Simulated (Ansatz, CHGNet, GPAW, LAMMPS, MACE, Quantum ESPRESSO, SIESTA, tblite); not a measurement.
**Forces in amorphous Zn20Hg10Se19S11 (60 atoms), program by program**

One geometry of amorphous Zn20Hg10Se19S11 (60 atoms) is solved by several programs and methods. How far do their forces lie from a plane-wave PBE run?

Results are calculated, not measured.

## Step 1: The structure

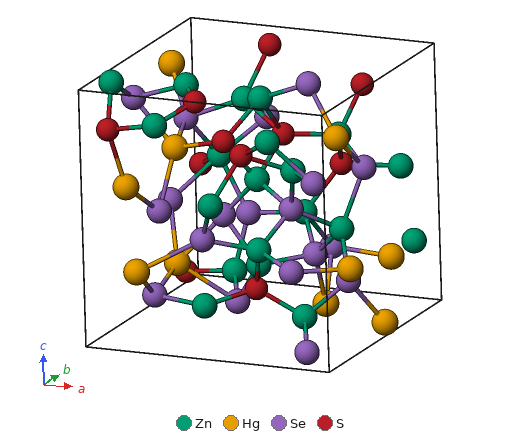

The cell (zinc teal, mercury orange, selenium purple, sulfur red). Bonds to atoms that aren't drawn are left out.

The cell holds 60 atoms (20 Zn, 10 Hg, 19 Se and 11 S), with edges of 11.24, 11.24 and 11.24 Å. Recipe: 60 atoms (20 Zn, 10 Hg, 19 Se, 11 S) placed at random at 6.05 g/cm³, melted at 2500 K for 10 ps at fixed volume with the Stillinger-Weber II-VI potential (Zhou et al., Phys. Rev. B 88, 085309 (2013)). Quenched from 2500 K to 500 K at 100 K/ps and fixed volume, held 5 ps. The density is 6.05 g/cm³.

## Step 2: The reference input

Quantum ESPRESSO 7.5: Kohn-Sham DFT, PBE, SSSP efficiency 1.3.0 pseudopotentials, plane waves. Its input, pw.in:

```
&control
  calculation = 'scf'
  pseudo_dir = './pseudo'
  outdir = './tmp'
  disk_io = 'none'
  tprnfor = .true.
  tstress = .true.
/
&system
  ibrav = 0
  nat = 60
  ntyp = 4
  ecutwfc = 45
  ecutrho = 360
  nosym = .true.
  occupations = 'smearing'
  smearing = 'fd'
  degauss = 0.003675
/
&electrons
  conv_thr = 3.0e-07
  electron_maxstep = 100
  mixing_beta = 0.4
  mixing_mode = 'plain'
  diagonalization = 'david'
/
ATOMIC_SPECIES
Zn 65.380 Zn.upf
Hg 200.592 Hg.upf
Se 78.971 Se.upf
S 32.060 S.upf
CELL_PARAMETERS angstrom
11.23550 0.00000 0.00000
0.00000 11.23550 0.00000
0.00000 0.00000 11.23550
ATOMIC_POSITIONS crystal
Zn 0.61462 0.23049 0.37253
Zn 0.71612 0.74561 0.68839
Zn 0.49185 0.48900 0.23130
Zn 0.27460 0.35948 0.94566
[... 54 atom lines left out ...]
S 0.05381 0.93482 0.45487
S 0.39571 0.17389 0.94479
K_POINTS gamma
```

```console
$ OMP_NUM_THREADS=1 mpirun -np 4 pw.x -in pw.in > output.txt
```

Run time: 5.5 min. Hardware: 4 MPI ranks of Arm Neoverse V1, shared host; peak memory 3.4 GiB.

It converged with an r.m.s. force component of 0.55 eV/Å and a pressure of 0.28 GPa.

## Step 3: What was run beside it

- CHGNet: machine-learned potential, published weights.
- GPAW 26.7.0: PAW with atomic orbitals (LCAO), plane waves or a real-space grid of spacing h.
- MACE: machine-learned potential, published weights.
- SIESTA 5.4.2: numerical atomic orbitals, whose automatically made sets are far from complete, with PseudoDojo norm-conserving potentials that we converted to its format (checked against plane waves on the same files for H, C, O, Si, Ge and Ca alone); labels give functional, basis size, energy shift and mesh cutoff.
- tblite 0.8.0: extended tight binding, driven from Python.

All use the same cell and atoms, and the electronic-structure runs the same k-mesh.

## Step 4: All runs compared

Differences are against the reference: forces as r.m.s. over components, share as that over the reference's r.m.s. force, slope as the fitted ratio of a run's forces to the reference's.

```csv
run,"Δ force, r.m.s. (meV/Å)",share (%),slope,Δ pressure (GPa),cores,CPU time,memory (GiB)
reference,-,-,-,-,4,22 min,3.4
CHGNet 0.3.0 potential,213,39.1,0.761,-0.226,1,3.5 s,0.58
CHGNet r2SCAN potential,293,53.7,0.552,-2.24,1,3.5 s,0.58
"GPAW PBE, LCAO dzp, h 0.16 Å",55.3,10.1,1.045,-,1,7.7 min,3.0
"GPAW PBE, LCAO dzp, h 0.2 Å",57.4,10.5,1.041,-,1,4.2 min,1.6
"GPAW PBE, LCAO dzp, h 0.2 Å, other mixer settings",57.0,10.5,1.042,-,1,4.9 min,1.4
"GPAW PBE, LCAO sz(dzp), h 0.2 Å (coarse)",200,36.7,1.090,-,1,1.7 min,1.3
"GPAW PBE, grid h 0.24 Å (coarse)",26.3,4.83,1.021,-,4,53 min,2.7
MACE MPA-0 medium potential,131,23.9,0.935,0.465,1,8.2 s,0.76
"SIESTA PBE, DZP, shift 0.01 Ry, mesh 150 Ry (coarse)",174,31.9,1.078,-1.39,1,84 s,0.48
"SIESTA PBE, DZP, shift 0.01 Ry, mesh 500 Ry",175,32.0,1.080,-1.65,2,4.9 min,1.7
"SIESTA PBE, SZ, shift 0.01 Ry, mesh 500 Ry (coarse)",1436,263,1.530,-5.13,1,3.7 min,0.91
"SIESTA PBE, SZ, shift 0.02 Ry, mesh 500 Ry (coarse)",1519,279,1.588,-10.2,1,3.3 min,0.83
"SIESTA PBE, SZP, shift 0.01 Ry, mesh 500 Ry (coarse)",661,121,1.009,-10.4,1,4 min,1.3
tblite GFN1-xTB,329,60.3,0.737,0.931,1,3.2 s,0.12
```

Rows marked coarse were listed beforehand as settings not expected to be converged; some can still land near the reference.

Times of the machine-learned potentials are mostly Python's start and the loading of weights.

CPU time is summed over cores on shared hosts, so it is rough.

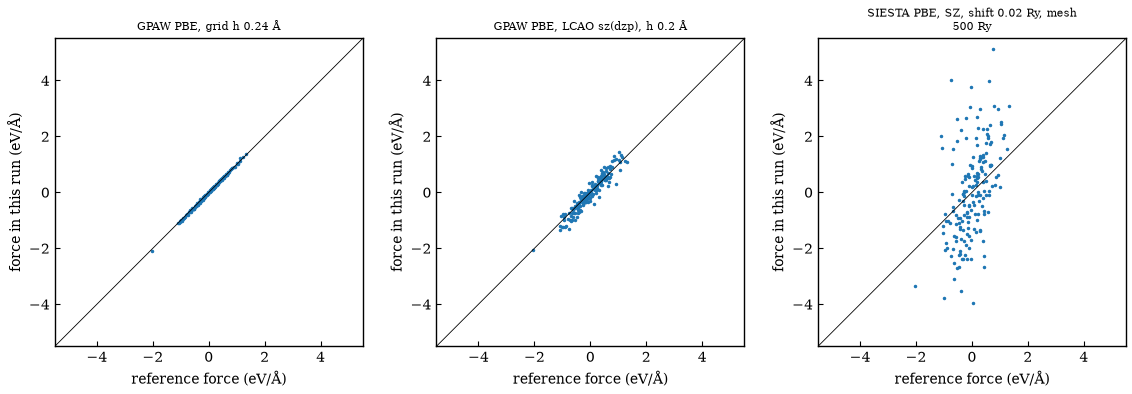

Force components against those of the reference; the line marks equality. Points beyond the frame are left out.

## Step 5: What came out

Forces lie from 4.8 % (GPAW PBE, grid h 0.24 Å, coarse) to 279 % (SIESTA PBE, SZ, shift 0.02 Ry, mesh 500 Ry, coarse) of the reference's r.m.s. force of 0.55 eV/Å away from it. The PBE runs in local orbitals, coarse settings apart, differ by 10 % (GPAW PBE, LCAO dzp, h 0.16 Å) to 32 % (SIESTA PBE, DZP, shift 0.01 Ry, mesh 500 Ry); basis, grid and potentials can all enter. Tight binding differs by 60 % (tblite GFN1-xTB); it is another model, with fitted parameters of its own, and the xTB methods hold dispersion. Machine-learned potentials differ by 24 % (MACE MPA-0 medium potential) to 54 % (CHGNet r2SCAN potential); they were trained on other programs' data, some at another functional. Among those trained on PBE data the slope goes as low as 0.76, which softening far from their training structures can give, though the reference's k-sampling is untested too.

Runs with settings chosen to be coarse differ by 4.8 % (GPAW PBE, grid h 0.24 Å) to 279 % (SIESTA PBE, SZ, shift 0.02 Ry, mesh 500 Ry), their programs' other errors included. From GPAW PBE, LCAO dzp, h 0.2 Å to the finer GPAW PBE, LCAO dzp, h 0.16 Å the share goes from 10.5 to 10.1 %, so the grid isn't what parts these runs from the reference. From SIESTA PBE, DZP, shift 0.01 Ry, mesh 150 Ry to the finer SIESTA PBE, DZP, shift 0.01 Ry, mesh 500 Ry the share goes from 31.9 to 32.0 %, so the grid isn't what parts these runs from the reference. Pressures at PBE, coarse settings apart, lie -1.65 GPa from the reference's.

**Limits.** Periodic xTB results under one method name differ between programs and library versions. The potentials hold different valence shells: 780 electrons in the reference, 600 in GPAW and 970 in SIESTA; this bears on time and differences. The reference's pressure holds the uncorrected Pulay stress of its 45 Ry basis, so small pressure differences may be the reference's own error. Machine-learned potentials mimic data converged in k, so the reference's own k-point error enters their differences. The quench rate of 100 K/ps is many orders above laboratory rates, so the cell is likely richer in defects and strain than a real sample. The network of bonds at the start is that of the classical potential that made the cell, and needn't be the one that DFT or experiment would give. The electronic-structure runs sample only Γ, in a cell whose shortest periodic width is 11 Å, which is coarse for a cell with partly filled levels. Spin–orbit coupling is left out, which matters for the levels of the heavy elements. Where levels are smeared, the DFT runs use Fermi–Dirac occupations at 580 K (0.05 eV), and energies are free energies. The reference's cutoffs and mesh weren't converged further here.

[Logs are printed without paths, hosts, clocks, repeated set-up lines and the standing remarks that a program may print on its own settings, such as how far it seeks lower states.]

[Hosts, paths, dates, database ids (printed as entryN), source tags and the programs' standing remarks are cut or masked in the printed files.]

[Cells were taken only where this reference lay near another plane-wave run.]
